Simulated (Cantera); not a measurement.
Feed: 1 mol MgO, 0.92 mol C, 0.049 mol CO, at 1330 Pa.

These are equilibrium values from Cantera (NASA tables, ideal gas, pure condensed phases), not measurements of a reactor. Candidate condensed phases: C, Mg, MgCO3, MgO; 15 gas species. The numbers say what is thermodynamically allowed, not how fast it happens.

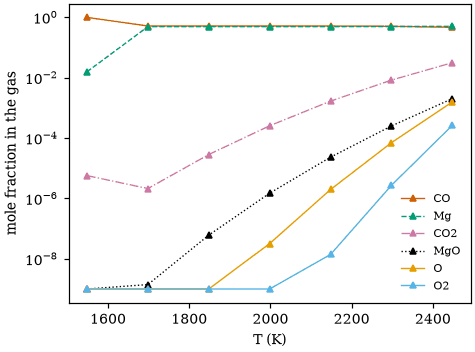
Figure: Equilibrium gas composition (values under 1e-9 drawn at 1e-9)

At 1548 K the condensed part is C(graphite) + MgO(s). From 1698 K to 2448 K the condensed part is MgO(s). The main Mg-bearing gas is Mg throughout. The share of Mg in condensed phases is highest at 1548 K (99.9 %) and lowest at 2448 K (1.1 %).
